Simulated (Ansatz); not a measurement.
```
atom    x (Å)    y (Å)    z (Å)
   B  -0.5203   0.4318  -1.5938
   O  -1.0858   0.6619  -2.8601
   O  -1.3605  -0.4635  -0.9091
  Si  -2.3269  -0.4231  -2.3414
   H   0.5003   0.9148  -1.1715
   H  -2.3892  -1.7100  -3.0925
   H  -3.6725   0.1975  -2.1728
```

Geometry: BLYP-D3(BJ)/def2-SVP.

The calculation used isolated molecule in a Gaussian basis; Kohn-Sham density functional theory, functional PBE0 (Ansatz).

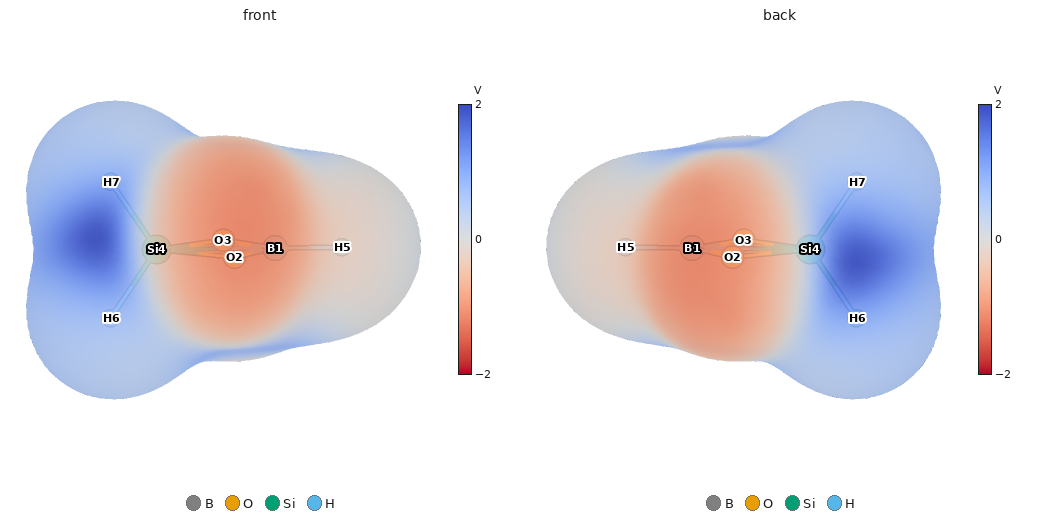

BH$_{3}$O$_{2}$Si. The molecular electrostatic potential painted on the density surface at 0.001 e/bohr³, seen from the front and from behind; the colour scale runs from red (negative) to blue (positive).

**Which sites attract a positive test charge, and which a negative one?**

A positive charge is drawn to the negative regions and a negative charge to the positive ones. The most negative region (about −1.1 V) lies over O2 and O3, the most positive (about +1.9 V) over Si4.

**What dipole moment does the calculation give?**

Its dipole moment is 1.80 D.
